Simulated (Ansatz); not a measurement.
## Geometry relaxation, with input and output: CH₆F₂OSi₂ (part 2 of 2)

The same run, continued: CH₆F₂OSi₂; RKS PBE-D4/6-31G (Ansatz 0.2.0). It belongs to a series of runs on one base structure; here: start relaxed.

Geometry of the input (Å):
```
Si 0.0000  0.0000  0.0000
O  0.0000  0.0000  1.6800
Si -1.3147  -0.4067  2.6436
H  -2.2390  -1.2403  1.8804
H  -0.8506  -1.1432  3.8157
H  -1.9987  0.8095  3.0733
C  1.7634  0.0000  -0.6227
H  2.1111  -1.0463  -0.7509
H  1.8119  0.5276  -1.5981
H  2.4154  0.5187  0.1108
F  -0.7489  1.2974  -0.5295
F  -0.7489  -1.2974  -0.5295
```

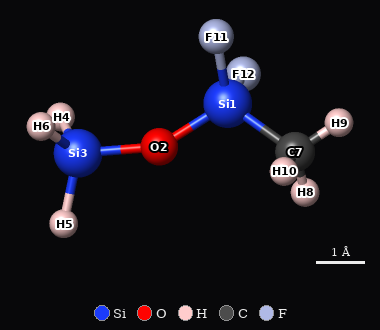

The geometry at step 6 of the log (ball-and-stick view, seen at a tilt; atoms are numbered from 1 in the order of the input).

Trajectory as extended XYZ (Å, eV, eV/Å), 10 frames, from step=1 to step=10
```
12
Properties=species:S:1:pos:R:3:forces:R:3 step=1 energy=-24353.45671
Si    0.0000    0.0000    0.0000    4.8455   0.2101   1.7079
O     0.0000    0.0000    1.6800    1.0478   0.2324  -0.8362
Si   -1.3147   -0.4067    2.6436   -0.9310  -0.2091   1.3544
H    -2.2390   -1.2403    1.8804   -0.6845  -0.5792  -0.5127
H    -0.8506   -1.1432    3.8157    0.3434  -0.4610   0.7241
H    -1.9987    0.8095    3.0733   -0.4840   0.8069   0.3157
C     1.7634    0.0000   -0.6227    0.1758   0.0338  -0.0907
H     2.1111   -1.0463   -0.7509    0.0283   0.3203   0.0216
H     1.8119    0.5276   -1.5981    0.1187  -0.1972   0.2186
H     2.4154    0.5187    0.1108   -0.1504  -0.1441  -0.2516
F    -0.7489    1.2974   -0.5295   -2.1576   3.0786  -1.3106
F    -0.7489   -1.2974   -0.5295   -2.1521  -3.0915  -1.3405
12
Properties=species:S:1:pos:R:3:forces:R:3 step=2 energy=-24353.96280
Si    0.0277   -0.0019   -0.0377    2.6528   0.0538   1.2507
O    -0.0356   -0.0386    1.6569    0.3682   0.0440  -0.5806
Si   -1.3516   -0.4121    2.6981   -0.5426  -0.1471   0.6238
H    -2.3359   -1.2614    1.9522   -0.2117  -0.1619  -0.1104
H    -0.8406   -1.1637    3.8844    0.1646  -0.1086   0.1812
H    -2.0311    0.8422    3.1503   -0.0842   0.2538   0.0886
C     1.7998    0.0074   -0.6492    0.1235   0.0110  -0.0273
H     2.1795   -1.0240   -0.7533   -0.0364   0.0843   0.0483
H     1.8769    0.5072   -1.6310   -0.0359  -0.0613   0.0853
H     2.4364    0.5444    0.0738   -0.0469  -0.0076  -0.0489
F    -0.7602    1.3302   -0.5593   -1.1686   1.6123  -0.7147
F    -0.7642   -1.3104   -0.6121   -1.1828  -1.5728  -0.7960
12
Properties=species:S:1:pos:R:3:forces:R:3 step=3 energy=-24354.17443
Si    0.0524   -0.0138   -0.0896    0.1421  -0.0602   0.5799
O    -0.0900   -0.1265    1.6042   -0.1216  -0.0572  -0.3059
Si   -1.3944   -0.4315    2.7399    0.0702  -0.0103   0.0144
H    -2.4557   -1.2910    2.0674    0.0654   0.0781   0.1022
H    -0.7817   -1.1552    3.9221   -0.0391   0.0308  -0.0960
H    -1.9966    0.8830    3.2056    0.0474  -0.0812  -0.0619
C     1.8417    0.0174   -0.6457   -0.0005  -0.0208   0.0284
H     2.2463   -1.0073   -0.6854   -0.0073   0.0553   0.0191
H     1.9172    0.4703   -1.6464    0.0269  -0.0271   0.0001
H     2.4396    0.6090    0.0667   -0.0455  -0.0096  -0.0422
F    -0.7747    1.3760   -0.5921   -0.0985   0.1040  -0.1303
F    -0.8031   -1.3112   -0.7734   -0.0395  -0.0018  -0.1078
12
Properties=species:S:1:pos:R:3:forces:R:3 step=4 energy=-24354.17657
Si    0.0318    0.0121   -0.1084   -0.3120  -0.0602  -0.9536
O    -0.1789   -0.1801    1.5377   -0.0873   0.0507   0.2682
Si   -1.3802   -0.4592    2.7729   -0.0190   0.0136  -0.1330
H    -2.5140   -1.2769    2.1905    0.0086  -0.0121   0.0407
H    -0.7018   -1.2113    3.8903    0.0221   0.0195   0.0014
H    -1.9155    0.8704    3.2555    0.0452  -0.0051   0.0276
C     1.8393    0.0200   -0.6088    0.2592   0.0017  -0.0112
H     2.2801   -0.9907   -0.4890   -0.1305   0.2274   0.0272
H     1.9830    0.3378   -1.6636   -0.1857  -0.0838   0.3334
H     2.3817    0.7204    0.0518    0.0214  -0.0788  -0.1011
F    -0.7876    1.3808   -0.7227    0.2213   0.0154   0.3356
F    -0.8369   -1.2040   -0.9333    0.1566  -0.0883   0.1647
12
Properties=species:S:1:pos:R:3:forces:R:3 step=5 energy=-24354.20900
Si    0.0236   -0.0043   -0.1328   -0.0727   0.0455  -0.2520
O    -0.1724   -0.1829    1.5260   -0.2096  -0.0444   0.0894
Si   -1.3860   -0.4546    2.7537    0.1149   0.0179  -0.0163
H    -2.5265   -1.2872    2.2045    0.0157   0.0291  -0.0075
H    -0.7008   -1.1936    3.8769    0.0056   0.0040  -0.0030
H    -1.8986    0.8812    3.2438   -0.0067  -0.0105  -0.0092
C     1.8380    0.0237   -0.6000    0.0399  -0.0348  -0.0541
H     2.2726   -0.9858   -0.4985   -0.0367   0.0858   0.0049
H     1.9538    0.3575   -1.6453    0.0192  -0.0392   0.0851
H     2.3888    0.7116    0.0630   -0.0679  -0.0257  -0.0480
F    -0.7686    1.4034   -0.6831    0.0888  -0.1176   0.1259
F    -0.8229   -1.2497   -0.9352    0.1094   0.0899   0.0846
12
Properties=species:S:1:pos:R:3:forces:R:3 step=6 energy=-24354.21536
Si    0.0076   -0.0090   -0.2041   -0.6641  -0.1181   0.4826
O    -0.2831   -0.2779    1.4357    0.0838   0.0382  -0.3699
Si   -1.3729   -0.4702    2.7659   -0.0685  -0.0333  -0.0488
H    -2.5899   -1.2792    2.3489    0.0711   0.0486   0.0209
H    -0.6176   -1.1959    3.8535    0.0052   0.0007  -0.0032
H    -1.8057    0.8948    3.2521   -0.0084   0.0035   0.0128
C     1.8138    0.0267   -0.5621    0.6448   0.0097  -0.1389
H     2.2732   -0.9502   -0.3406   -0.0482   0.0151   0.0130
H     1.9983    0.2617   -1.6217   -0.0052  -0.0024  -0.0061
H     2.3178    0.7877    0.0549   -0.0517  -0.0044   0.0023
F    -0.7559    1.4287   -0.6848    0.0096   0.0508   0.0118
F    -0.7846   -1.1980   -1.1245    0.0317  -0.0085   0.0234
12
Properties=species:S:1:pos:R:3:forces:R:3 step=7 energy=-24354.22557
Si    0.0041   -0.0104   -0.1878   -0.1802  -0.0481   0.1047
O    -0.2611   -0.2648    1.4502   -0.0205   0.0091  -0.0742
Si   -1.3757   -0.4674    2.7631   -0.0077  -0.0074  -0.0446
H    -2.5803   -1.2706    2.3105    0.0429   0.0131   0.0266
H    -0.6306   -1.1968    3.8557   -0.0151  -0.0023  -0.0100
H    -1.8271    0.8900    3.2563    0.0132  -0.0015  -0.0040
C     1.8262    0.0264   -0.5754    0.1856  -0.0060  -0.0470
H     2.2785   -0.9556   -0.3620   -0.0217   0.0287   0.0045
H     1.9980    0.2710   -1.6355   -0.0117  -0.0095   0.0290
H     2.3253    0.7833    0.0499   -0.0114  -0.0057  -0.0122
F    -0.7601    1.4289   -0.6687    0.0035  -0.0004   0.0077
F    -0.7962   -1.2145   -1.0832    0.0231   0.0301   0.0194
12
Properties=species:S:1:pos:R:3:forces:R:3 step=8 energy=-24354.22785
Si   -0.0038   -0.0114   -0.1968   -0.0065  -0.0094   0.0115
O    -0.2825   -0.2855    1.4310   -0.0227  -0.0003   0.0098
Si   -1.3750   -0.4712    2.7614    0.0137   0.0005  -0.0137
H    -2.5910   -1.2686    2.3397    0.0021   0.0034  -0.0013
H    -0.6213   -1.2045    3.8438    0.0026  -0.0041   0.0073
H    -1.8013    0.8936    3.2554    0.0025   0.0006  -0.0029
C     1.8295    0.0283   -0.5689    0.0024  -0.0012  -0.0054
H     2.2825   -0.9434   -0.3188   -0.0024   0.0001   0.0021
H     2.0078    0.2413   -1.6336    0.0020  -0.0021   0.0007
H     2.3150    0.8079    0.0379   -0.0001   0.0050  -0.0012
F    -0.7624    1.4347   -0.6645    0.0000   0.0087  -0.0008
F    -0.7964   -1.2019   -1.1136    0.0063  -0.0012  -0.0061
12
Properties=species:S:1:pos:R:3:forces:R:3 step=9 energy=-24354.22815
Si   -0.0065   -0.0118   -0.2006   -0.0007  -0.0024  -0.0064
O    -0.2928   -0.2936    1.4238   -0.0037   0.0010  -0.0035
Si   -1.3737   -0.4733    2.7622   -0.0031  -0.0014   0.0029
H    -2.5970   -1.2640    2.3496    0.0014   0.0016   0.0013
H    -0.6165   -1.2101    3.8408   -0.0001   0.0001  -0.0008
H    -1.7891    0.8944    3.2576    0.0022  -0.0005   0.0003
C     1.8282    0.0294   -0.5656    0.0021  -0.0005  -0.0002
H     2.2825   -0.9375   -0.2998    0.0003   0.0015   0.0017
H     2.0105    0.2275   -1.6325   -0.0001  -0.0004   0.0019
H     2.3087    0.8192    0.0318    0.0028   0.0016  -0.0009
F    -0.7621    1.4373   -0.6650   -0.0008  -0.0017   0.0030
F    -0.7913   -1.1984   -1.1291   -0.0004   0.0012   0.0008
12
Properties=species:S:1:pos:R:3:forces:R:3 step=10 energy=-24354.22824
Si   -0.0090   -0.0133   -0.2060   -0.0021   0.0006  -0.0027
O    -0.3034   -0.3018    1.4150   -0.0033   0.0003   0.0066
Si   -1.3735   -0.4749    2.7624    0.0060   0.0000   0.0008
H    -2.6058   -1.2570    2.3607    0.0019   0.0010   0.0005
H    -0.6109   -1.2162    3.8343   -0.0031  -0.0023  -0.0024
H    -1.7748    0.8951    3.2633    0.0007   0.0004  -0.0032
C     1.8278    0.0309   -0.5619    0.0065  -0.0011  -0.0019
H     2.2846   -0.9305   -0.2802   -0.0043   0.0051  -0.0017
H     2.0151    0.2149   -1.6306   -0.0013  -0.0007   0.0055
H     2.3032    0.8308    0.0265   -0.0039  -0.0027  -0.0013
F    -0.7643    1.4372   -0.6664    0.0012  -0.0004  -0.0011
F    -0.7882   -1.1960   -1.1440    0.0018  -0.0002   0.0010
```

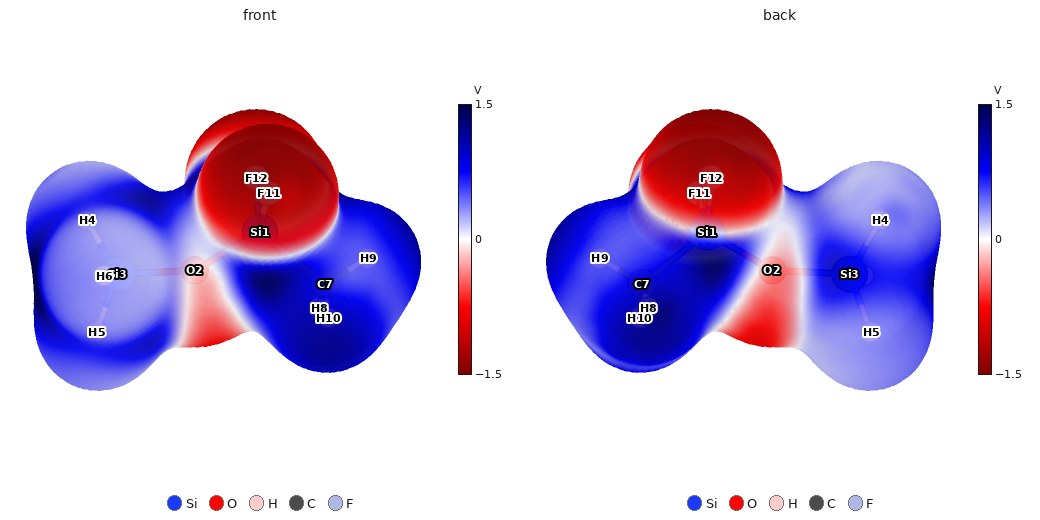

The electrostatic potential painted on the density surface at 0.002 e/bohr³, seen face on and from behind; the colour scale runs from red (negative) to blue (positive). A positive charge is drawn to the negative regions and a negative charge to the positive ones.

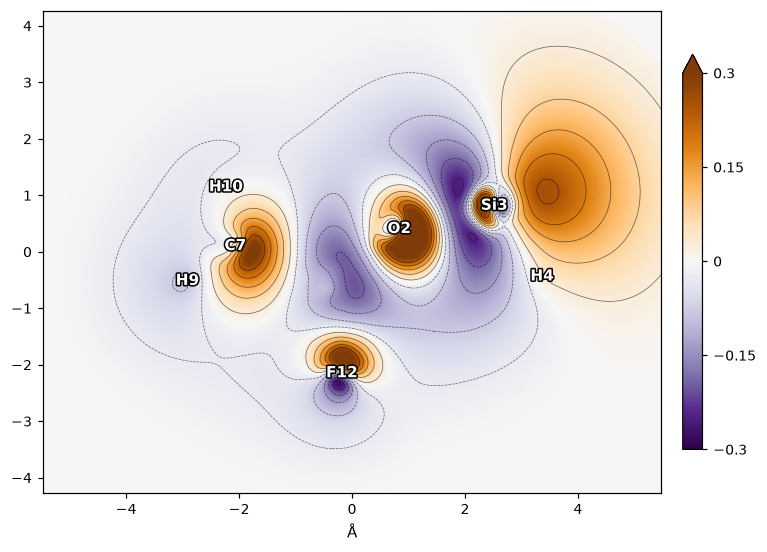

One frontier orbital on the plane of atoms O2, Si3 and H4 (values in Å⁻³ᐟ²; the overall sign is arbitrary). The LUMO, at −1.13 eV. Its weight (Hirshfeld) is mainly on Si3 (45 %), Si1 (15 %) and O2 (15 %).

Summary

```json
{"quantity": "outcome", "value": "converged"}
{"quantity": "total energy", "value": "−24354.2283 eV"}
{"quantity": "mean-field energy", "value": "−24353.9650 eV"}
{"quantity": "largest force (length of the vector) at the end", "value": "0.007 eV/Å"}
{"quantity": "wall time", "value": "40 s"}
{"quantity": "peak memory", "value": "0.19 GiB"}
```
